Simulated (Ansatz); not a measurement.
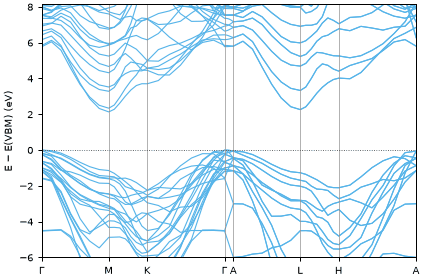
*Band structure from the program Ansatz at the r²SCAN level (PAW)*

Problem. Read off the gap and where the band edges lie.

Solution. About 2.1 eV (2.13 eV by a search for the band edges); maximum at Γ, minimum at M.

The material is SiC in space group P6_3mc (No. 186; Pearson symbol hP16).

The workflow started from an entry of the Crystallography Open Database (COD). Its sites differ from those of the usual phase in this space group: another stacking or structure type. The cell was relaxed with r²SCAN under the symmetry of its start; of distortions, only those at the zone centre were tested.

Potentials: the later of the program's two PAW sets.
